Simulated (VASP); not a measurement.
Data:

```
AgBr
1.0
    0.00000     2.87413     2.87413
    2.87413     0.00000     2.87413
    2.87413     2.87413     0.00000
Ag Br
1 1
Direct
  0.00000   0.00000   0.00000
  0.50000   0.50000   0.50000
```

The numbers are results of optB86b-vdW, VASP's PBE PAW potentials (set 64) (plane waves; VASP), not measurements. Settings: 520 eV cut-off, 9×9×9 Γ-centred mesh, tetrahedra with Blöchl corrections, potentials Ag Br.

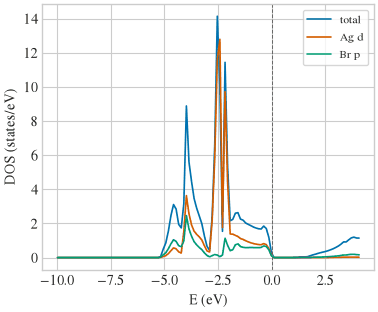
Figure. Total and projected density of states, zero at the valence-band maximum

Within 2 eV below the valence-band maximum the largest weight inside VASP's projection spheres is Ag d, then Br p.

It has a band gap.

The compound is AgBr in the rock salt structure. It was relaxed first.
